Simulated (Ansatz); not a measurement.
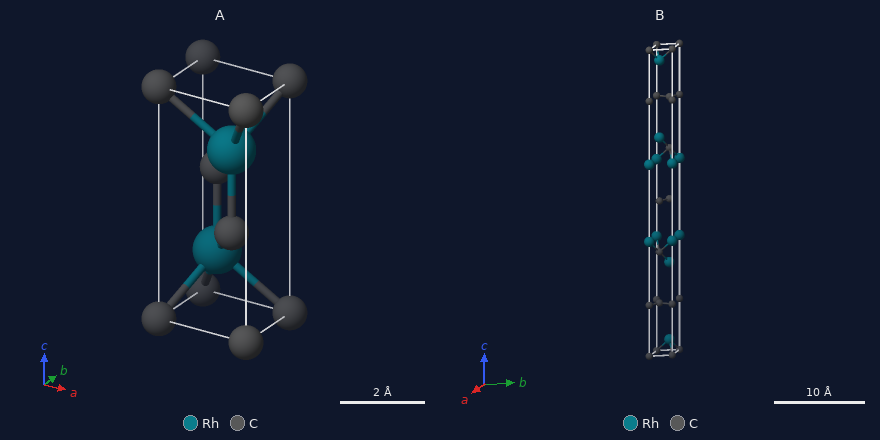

Two structures of Rh$_{2}$C$_{3}$, each relaxed to rest (conventional cells in solid outline, small ones repeated, not to one scale). Method: DFT PBE, scalar-relativistic, plane waves, PAW in Ansatz, without spin polarisation.

**Which two forms are compared?**

A: 5 atoms a cell on a primitive hexagonal lattice, P-3m1. B: 15 atoms a cell on a rhombohedral (trigonal R) lattice, R-3m.

**Which has the lower energy, and by how much?**

B is lower, by 814 meV/atom at this level of theory (energies at zero smearing). Volumes: A 10.0, B 13.9 Å³/atom.

One or both may be structure types tried for this composition rather than known phases.
